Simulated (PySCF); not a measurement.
**HNO (nitroxyl) at 6 levels**

Aim: a comparison of 6 runs (B2PLYP/STO-6G, M06-2X/STO-6G, PBE0/STO-6G, UMP2/STO-6G, CCSDTQ/STO-6G, FCI/STO-6G) of HNO (nitroxyl). The job is set up through a Python script.

The calculation is run with PySCF 2.14.0.

11 further runs of the same task are left out: 11 set aside as unsound or not needed.

## (1) Starting point

HNO: 3 atoms, total charge 0, spin state singlet. SMILES: `N=O`. The N1–H3 distance was set to 1.275 Å, away from the relaxed value.

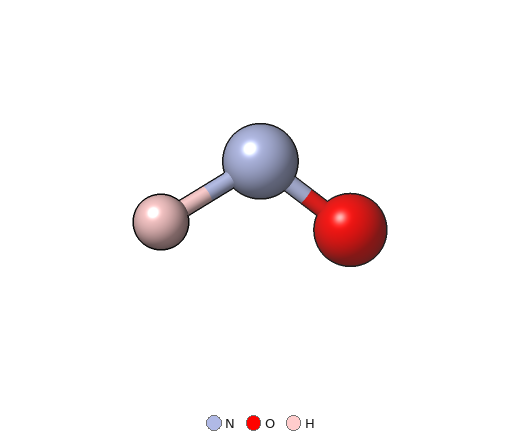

Viewed from a chosen angle; nitrogen light blue, oxygen red, hydrogen pink.

## (2) A single-point energy at B2PLYP/STO-6G (run 1)

Input file calc.py:

```python
from pyscf import gto, dft, mp

mol = gto.Mole()
mol.atom = '''
N   -0.232599   0.499716  -0.067459
O    0.811921   0.620526   0.513471
H   -0.492640  -0.715240  -0.351380
'''
mol.spin = 0
mol.verbose = 3
mol.basis = 'sto-6g'
mol.max_memory = 1860
mol.build()

mf = dft.RKS(mol, xc='0.53*HF + 0.47*B88, 0.73*LYP')
mf.conv_tol = 1e-10
mf.grids.level = 5
mf.kernel()
if not mf.converged:
    mf = mf.newton().run(mf.mo_coeff, mf.mo_occ)

pt = mp.MP2(mf, frozen=2).run()
etot = mf.e_tot + 0.27 * pt.e_corr
print('PT2 part  %.8f' % (0.27 * pt.e_corr))
print('E = %.10f Eh' % etot)
```

Launch:

```sh
$ OMP_NUM_THREADS=1 python calc.py
```

Output:

```text
converged SCF energy = -129.714505047884
E(RMP2) = -129.900535978011  E_corr = -0.186030930126814
E(SCS-RMP2) = -129.906649011628  E_corr = -0.192143963743642
PT2 part  -0.05022835
E = -129.7647333990 Eh
```

Wall time 1.5 s (1 thread of Arm Neoverse V2, shared host); peak memory 0.16 GiB.

## (3) A single-point energy at M06-2X/STO-6G (run 2)

Input file job.py:

```python
from pyscf import gto, dft

mol = gto.M(
    atom='N -0.232599 0.499716 -0.067459; O 0.811921 0.620526 0.513471; H -0.492640 -0.715240 -0.351380',
    spin=0,
    verbose=3,
    max_memory=1860,
    charge=0,
    basis='sto-6g',
)

calc0 = dft.RKS(mol, xc='m06-2x')
calc0.grids.level = 5
calc0.conv_tol = 1e-10
calc0.kernel()
if not calc0.converged:
    calc0 = calc0.newton().run(calc0.mo_coeff, calc0.mo_occ)

etot = calc0.e_tot
print('E(%s) = %.9f' % ('M06-2X', etot))
```

Launch:

```sh
$ OMP_NUM_THREADS=1 python job.py
```

Output:

```text
converged SCF energy = -129.887900877397
E(M06-2X) = -129.887900877
```

Wall time 1.8 s (1 thread of Arm Neoverse V2, shared host); peak memory 0.16 GiB.

Run 3 isn't shown in full; the table further down has it.

## (4) A single-point energy at UMP2/STO-6G (run 4)

Input file run.py:

```python
from pyscf import gto, scf, mp

mol = gto.M(
    atom='N -0.232599 0.499716 -0.067459; O 0.811921 0.620526 0.513471; H -0.492640 -0.715240 -0.351380',
    basis='sto-6g',
    verbose=3,
    max_memory=1860,
)

myscf = scf.UHF(mol)
myscf.conv_tol = 1e-10
myscf.kernel()
if not myscf.converged:
    myscf = myscf.newton().run(myscf.mo_coeff, myscf.mo_occ)
for _ in range(3):
    mo, _, stable, _ = myscf.stability(return_status=True)
    if stable:
        break
    myscf.kernel(myscf.make_rdm1(mo, myscf.mo_occ))

pt = mp.MP2(myscf, frozen=2).run()
e_final = pt.e_tot
print(f'total energy: {e_final:.8f} hartree')
```

Launch:

```sh
$ OMP_NUM_THREADS=1 python run.py
```

Output:

```text
converged SCF energy = -129.275042938868  <S^2> = 3.006484e-12  2S+1 = 1
<class 'pyscf.scf.uhf.UHF'> wavefunction has an internal instability
converged SCF energy = -129.287905128771  <S^2> = 0.43584007  2S+1 = 1.6563092
<class 'pyscf.scf.uhf.UHF'> wavefunction is stable in the internal stability analysis
E(UMP2) = -129.372740093779  E_corr = -0.0848349650081813
E(SCS-UMP2) = -129.376286561303  E_corr = -0.0883814325319923
total energy: -129.37274009 hartree
```

Run time: 0.77 s. Hardware: 1 thread of Arm Neoverse V2, shared host; peak memory 0.11 GiB.

Run 5 isn't shown in full; the table further down has it.

## (5) The energy at FCI/STO-6G (run 6)

Input file input.py:

```python
from pyscf import gto, scf, mcscf
from pyscf import fci

system = gto.Mole()
system.atom = '''
N   -0.232599   0.499716  -0.067459
O    0.811921   0.620526   0.513471
H   -0.492640  -0.715240  -0.351380
'''
system.max_memory = 1860
system.verbose = 3
system.basis = 'sto-6g'
system.build()

calc0 = scf.RHF(system)
calc0.conv_tol = 1e-10
calc0.kernel()
if not calc0.converged:
    calc0 = calc0.newton().run(calc0.mo_coeff, calc0.mo_occ)

cas = mcscf.CASCI(calc0, calc0.mo_coeff.shape[-1] - 2, (system.nelec[0] - 2, system.nelec[1] - 2))  # full CI above the frozen core
cas.fcisolver = fci.direct_spin0.FCI(system)  # even spin states alone
cas.kernel()
print('<S^2> = %.4f' % cas.fcisolver.spin_square(cas.ci, cas.ncas, cas.nelecas)[0])
e_final = cas.e_tot
print(f'total energy: {e_final:.8f} hartree')
```

Launch:

```sh
$ OMP_NUM_THREADS=1 python input.py
```

Output:

```text
converged SCF energy = -129.275042938868
CASCI E = -129.442211436941  E(CI) = -42.4962556918540  S^2 = 0.0000000
<S^2> = 0.0000
total energy: -129.44221144 hartree
```

It took 0.75 s on 1 thread of Arm Neoverse V2, shared host; peak memory 0.12 GiB.

## (6) Overview of the runs

```tsv
run	level	frozen core orbitals	integration grid	energy (Eh)	dipole moment (D) of the reference	HOMO energy (eV)	LUMO energy (eV)	wall time
1	B2PLYP/STO-6G	2	5	-129.764733	1.08	-5.97	2.28	1.5 s
2	M06-2X/STO-6G	–	5	-129.887901	1.05	-5.83	1.79	1.8 s
3	PBE0/STO-6G	–	5	-129.811819	0.97	-4.25	0.15	1.4 s
4	UMP2/STO-6G	2	–	-129.372740	1.18	-8.65	7.17	0.77 s
5	CCSDTQ/STO-6G	2	–	-129.442178	1.23	-8.70	5.89	2.2 s
6	FCI/STO-6G	2	–	-129.442211	1.23	-8.70	5.89	0.75 s
```

## (7) What came out

| quantity | value |
| --- | --- |
| run 6: total energy | -129.44221 Eh |
| run 6: dipole moment (Hartree–Fock density) | 1.23 D |
| run 6: HOMO energy (Hartree–Fock orbitals) | -8.70 eV |
| run 6: LUMO energy (Hartree–Fock orbitals) | 5.89 eV |
| run 6: HOMO–LUMO gap (Hartree–Fock orbitals) | 14.59 eV |
| run 6: correlation energy (2 core orbitals frozen) | -167.2 mEh |

In words: Against full CI in this basis: UMP2 +69.5 mEh; CCSDTQ +0.0 mEh. Over runs 1, 2, 3 the dipole moment (its size) runs from 0.97 D (PBE0/STO-6G) to 1.08 D (B2PLYP/STO-6G). A double hybrid's value is that of its SCF part. Over runs 1, 2, 3 the HOMO–LUMO gap runs from 4.41 eV (PBE0/STO-6G) to 8.25 eV (B2PLYP/STO-6G). Totals of different functionals can't be ranked against each other. In runs 1, 2, 3, 4, 5, 6 the basis is minimal, so the values are rough. Spin contamination of the reference: run 4 ⟨S²⟩ = 0.44. All runs together took 8.3 s, the longest 2.2 s.
